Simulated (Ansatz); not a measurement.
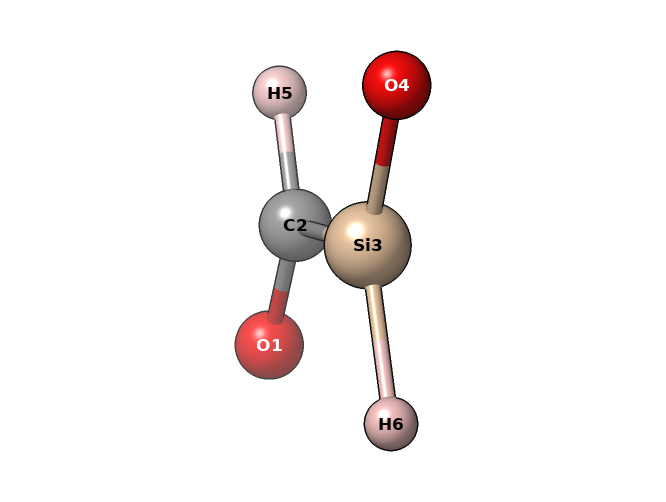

(Drawn from a calculation with Ansatz.)

C2 lies behind Si3. The molecule seen a little off the Si3–C2 bond, Si3 in front. Distant atoms are faded towards the background colour. Geometry: a frame of the PBE0-D4/def2-SVP trajectory.

What is the torsion angle O4–Si3–C2–O1? The sign is positive where the front bond must turn clockwise to cover the back bond.

Answer. 180°, antiperiplanar (anti).
